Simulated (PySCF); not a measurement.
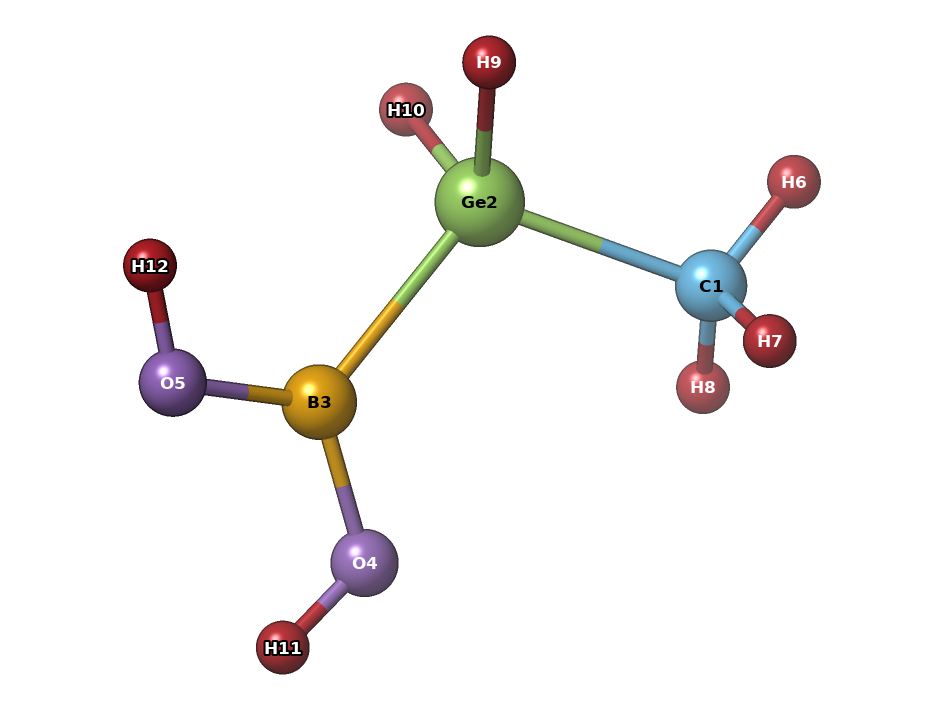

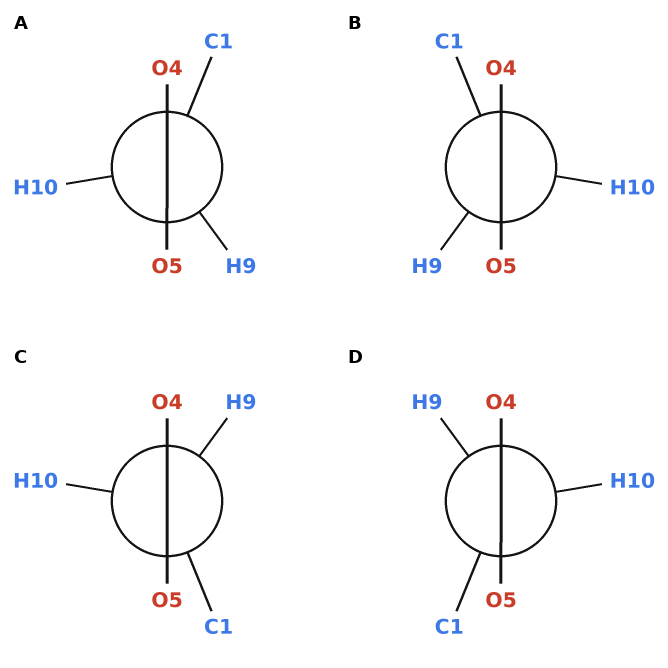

Distant atoms are faded towards the background colour. Bonds that would overlap in a projection are set slightly apart. Computed geometry: PBE0-D3(BJ)/def2-SVP optimisation. No frequency run is at hand to confirm it as a minimum.

> Which Newman projection shows the view along B3–Ge2, with B3 in front?

B. The torsion angle O4–B3–Ge2–C1 is −22°, synperiplanar.
